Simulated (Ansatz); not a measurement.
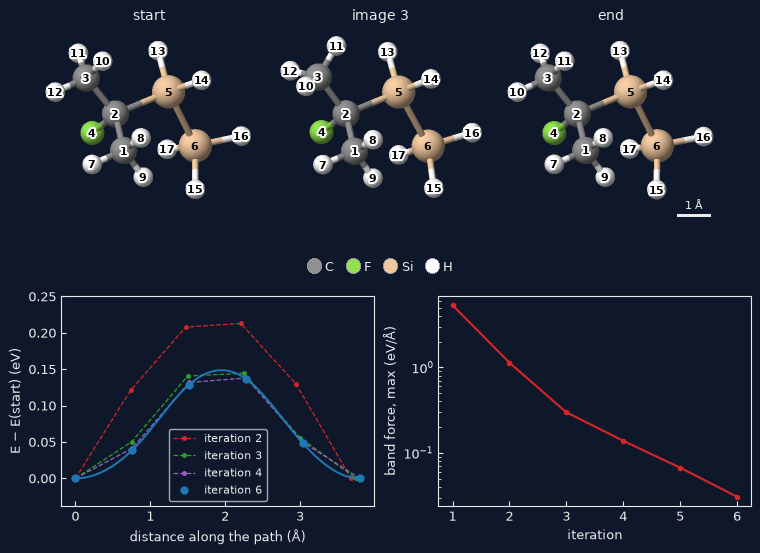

NEB run on C3H11FSi2. Images are numbered from 0 (start) to 5 (end). The plot follows the band through its iterations. Style: ball-and-stick. Shown from a free direction.

Computed with Ansatz, RKS PBE-D4/6-31G*. Settings: 4 movable images; no climbing image; force threshold 0.05 eV/Å; iteration limit 60; starting path through a guess of the saddle point.

Question: Judge this run.

Answer: The run is converged, with reservations. The band converged in 6 iterations. The largest component of the band force went from 5.4 to 0.031 eV/Å. No image climbed, so the highest image needn't lie on the saddle point, and the true maximum along this path can be higher. The first iteration put the highest image at 1.057 eV. The barrier is about 0.137 eV in both directions, with image 3 at the top; the ends have the same energy.

The run took 65 s on 2 threads of Intel(R) Xeon(R) Platinum 8488C (Sapphire Rapids), on a shared host, peak memory 0.22 GiB.
